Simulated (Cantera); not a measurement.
Charge: 1 mol Zr, 1.8 mol H2O, 58 mol H2, at 1.33 mbar.

Equilibrium computed with Cantera from the NASA thermochemical tables; the gas is ideal and each condensed phase is pure. Candidate condensed phases: H2O, Zr, ZrO2; 12 gas species. Mutual solubility and eutectic melting of coexisting phases are not modelled. Condensed phases not in the tables: N, O or C dissolved in the metal. The numbers say what is thermodynamically allowed, not how fast it happens.

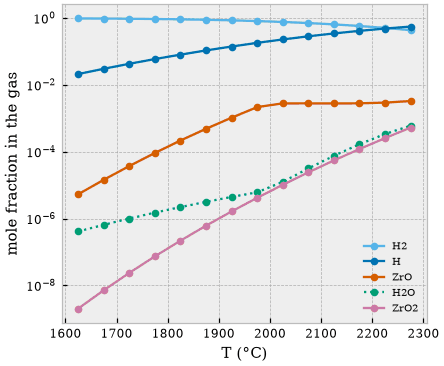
Figure: Equilibrium gas composition (values under 1e-9 drawn at 1e-9)

Task: Read off the mole fractions at 1875 °C.

Result: H2 about 0.89, H about 0.11, ZrO about 0.00049, H2O about 3.2e-6, ZrO2 about 6.1e-7.
